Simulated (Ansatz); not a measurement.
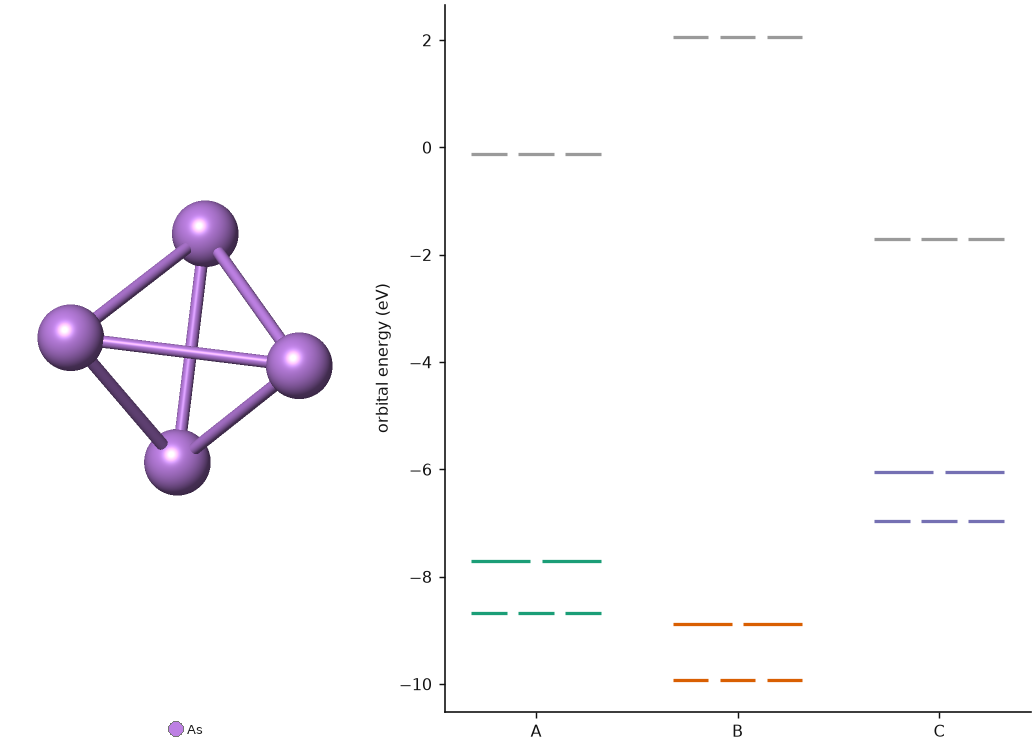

Frontier orbital energies of As₄, SMILES [As]12[As]3[As]1[As]23 at one geometry, def2-TZVPP, the Ansatz code, at a PBE0-D4/def2-TZVP geometry (a minimum by its frequencies). Empty levels are grey, levels within 0.1 eV stand side by side; all columns show the same few orbitals around the gap.

The columns come from BHLYP, HF and PBE. Which is which?

A: BHLYP (HOMO −7.70, LUMO −0.12, separation 7.58 eV)
B: HF (HOMO −8.88, LUMO 2.06, separation 10.94 eV)
C: PBE (HOMO −6.05, LUMO −1.71, separation 4.34 eV)

Limits of at least one run: empty levels above zero depend strongly on the basis; no scalar relativity up to krypton.
